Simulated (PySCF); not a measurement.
# C₄H₂F₂O₃: electronic excitations

Wanted: the electronic excitations of C₄H₂F₂O₃ (`O=C1C=COC(F)(F)O1`), by calculation.

The runs use PySCF 2.14.0, with density-fitted response routines of our own; the level of theory stands in each step. All values are computed, except where a source is named. Atoms count from 0, in the outputs and in this text.

## Step 1: The molecule as given

11 atoms, charge 0, multiplicity 1; geometry from: GFN2-xTB.

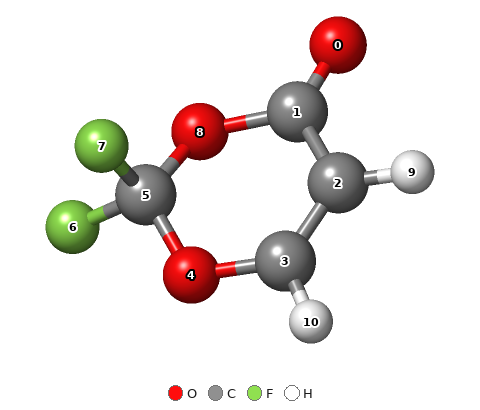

The starting geometry (oxygen red, carbon grey, fluorine green, hydrogen white), atoms numbered.

## Step 2: Ultraviolet spectrum: B3LYP/def2-SVPD

What the job is given:

```
{"job": {"kind": "uv", "xc": "B3LYP", "basis": "def2-SVPD", "nstates": 8, "ntriplets": 3}, "charge": 0, "multiplicity": 1}
O      0.791404     2.463739    -0.083565
C      0.457589     1.325201    -0.058119
C      1.306082     0.147783     0.092593
C      0.780787    -1.065083    -0.087108
O     -0.541150    -1.277587    -0.298764
C     -1.360944    -0.218479    -0.031375
F     -2.483229    -0.395519    -0.731686
F     -1.737647    -0.308408     1.279299
O     -0.895214     1.017251    -0.276574
H      2.354242     0.306487     0.268154
H      1.333503    -1.992714    -0.098818
```

Level: TDDFT B3LYP/def2-SVPD, vertical, gas phase, core orbitals frozen in the response.

On the command line:

```bash
$ OMP_NUM_THREADS=1 python probes_run.py task.json out
```

This one command runs all jobs of the session in turn.

Predict these results of the whole session: lowest singlet (B3LYP/def2-SVPD); brightest single state of those computed; lowest triplet.

The runs gave:

| quantity | value |
| --- | --- |
| lowest singlet (B3LYP/def2-SVPD) | 4.94 eV (251 nm), f = 0.000 |
| brightest single state of those computed | state 2, 5.86 eV, f = 0.238 |
| lowest triplet | 3.79 eV |

The first singlet state (HOMO−1→LUMO 0.97) lies at 4.94 eV and is dark; of the 8 states computed, the strongest absorption comes from state 2 at 5.86 eV. The lowest triplet lies 1.15 eV below the lowest singlet (triplets in Tamm-Dancoff, singlets in full TDDFT).
